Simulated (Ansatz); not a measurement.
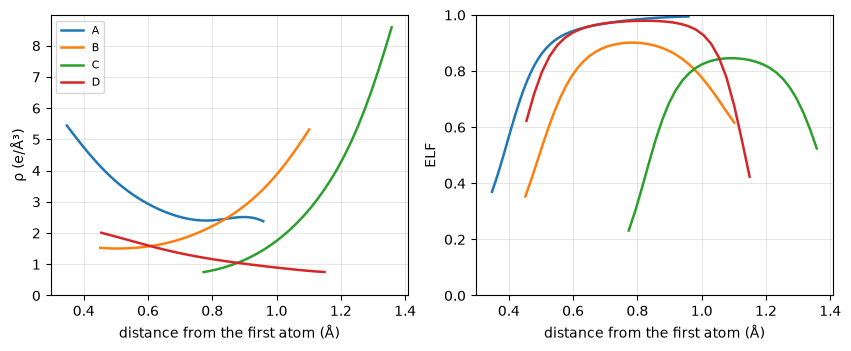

*CH₇FOSi₂. Total electron density and ELF along straight lines between neighbouring atoms. The curves leave out the atomic cores.*

The calculation used RKS BHLYP/def2-SVP in Ansatz.

```tsv
atom	x (Å)	y (Å)	z (Å)
F	-0.7746	1.5890	0.5821
Si	-1.0246	0.7887	2.0280
O	0.2724	-0.6044	1.3944
C	0.2315	-1.1511	0.0581
Si	0.7182	0.0549	-1.3479
H	-2.1277	-0.1395	1.5300
H	1.1681	-0.3736	1.6462
H	0.8759	-2.0348	0.0469
H	-0.7944	-1.4989	-0.0716
H	-0.4268	0.7839	-1.9135
H	1.7742	0.9615	-0.8452
H	1.3054	-0.8101	-2.4028
```

**Which curve belongs to which contact (C–O, C–Si, O–H and Si–F)? The first atom named is at distance zero.**

Curve A: O–H (0.96 Å): the density is about 3.9 e/Å³ at the midpoint; the ELF climbs to about 1 towards the hydrogen, as it does in any bond to H: a covalent bond by its length. Curve B: C–O (1.44 Å): the density is about 1.9 e/Å³ at the midpoint, with its minimum of 1.5 e/Å³ about 0.5 Å from C; the ELF peaks at about 0.90 between the atoms: a shared but strongly polarised pair. Curve C: Si–F (1.67 Å): ρ at the midpoint is about 0.9 e/Å³; the ELF peaks at about 0.85 in the valence shell of F, 0.6 Å from its nucleus, and is about 0.45 at the midpoint. Curve D: C–Si (1.92 Å): the density is about 0.94 e/Å³ at the midpoint; the ELF peaks at about 1 between the atoms (a covalent bond).
